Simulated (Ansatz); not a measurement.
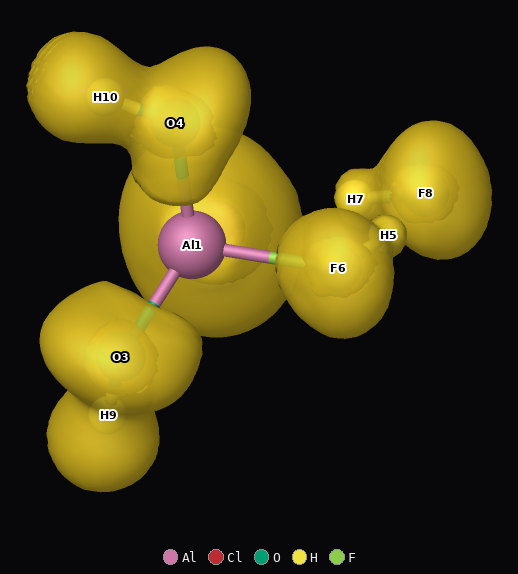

Figure. AlClFH$_{3}$O$_{2}$···HF. Isosurface of the ELF at 0.75 (yellow), seen at a tilt. Core shells and regions of very low density are left out.

These are results of RKS PBE-D4/def2-SVP (Ansatz), not measurements.

Input

```
crystal:
  periodic: [false, false, false]
  atoms:
    - { symbol: Al, position_ang: [-0.945183, -0.887031, -0.041087] }
    - { symbol: Cl, position_ang: [1.602204, 0.804254, -1.787037] }
    - { symbol: O, position_ang: [-0.217194, -2.391905, 0.262542] }
    - { symbol: O, position_ang: [-2.141857, -0.792119, -1.24392] }
    - { symbol: H, position_ang: [0.925464, 1.784123, 1.571761] }
    - { symbol: F, position_ang: [-0.702693, 0.449945, 1.051354] }
    - { symbol: H, position_ang: [1.824867, 1.430792, -0.649588] }
    - { symbol: F, position_ang: [1.762605, 2.125269, 1.406084] }
    - { symbol: H, position_ang: [0.488148, -2.555049, 0.905151] }
    - { symbol: H, position_ang: [-2.59626, 0.031522, -1.47526] }
basis:
  gaussian: { orbitals: def2-SVP }
hamiltonian:
  xc: pbe
  dispersion: d4
relax:
  f_tol: 0.03
  max_steps: 50
output:
  orbitals: {}
```

Launched as:

```sh
ansatz run input.yaml --threads 2 --pin off --max-ram 3072MiB --backend cpu --events-out ev --progress --plain --runs-dir out
```

The fields are those of the relaxed geometry.

**Where are the electrons localised?**

At this value the surface marks out one region on Cl in which the atom's valence shell and bonds are merged, two joined regions spread over several atoms (F, H), in which their bonds and any lone pairs are merged and two joined regions spread over several atoms (H, O), in which their bonds and any lone pairs are merged. Along the contacts the grid gives the following. F8···H5 (1.29 Å): the ELF peaks at about 0.85 between the atoms. Al–O (1.71 Å): the ELF peaks at about 0.90 in the valence shell of O, 0.6 Å from its nucleus, and is about 0.40 at the midpoint.
